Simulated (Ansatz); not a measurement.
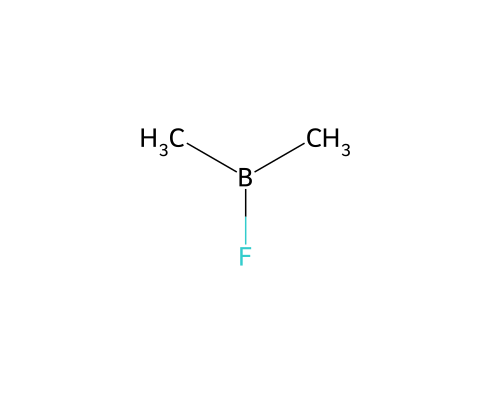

Computed geometry: PBE0-D4/def2-TZVP optimisation. Program: Ansatz 0.2.0.

Tabulate vertical IP (eV), HOMO energy (eV), dipole (D) at these levels: B3LYP-D4/def2-TZVPP; PBE-D4/def2-TZVPP; r2SCAN-D4/def2-TZVPP; ωB97M-V/def2-TZVPP.

```json
{"level": "B3LYP-D4/def2-TZVPP", "vertical IP (eV)": "11.07", "HOMO energy (eV)": "−8.49", "dipole (D)": "1.37"}
{"level": "PBE-D4/def2-TZVPP", "vertical IP (eV)": "10.65", "HOMO energy (eV)": "−7.17", "dipole (D)": "1.29"}
{"level": "r2SCAN-D4/def2-TZVPP", "vertical IP (eV)": "10.78", "HOMO energy (eV)": "−7.49", "dipole (D)": "1.35"}
{"level": "ωB97M-V/def2-TZVPP", "vertical IP (eV)": "11.18", "HOMO energy (eV)": "−11.03", "dipole (D)": "1.35"}
```
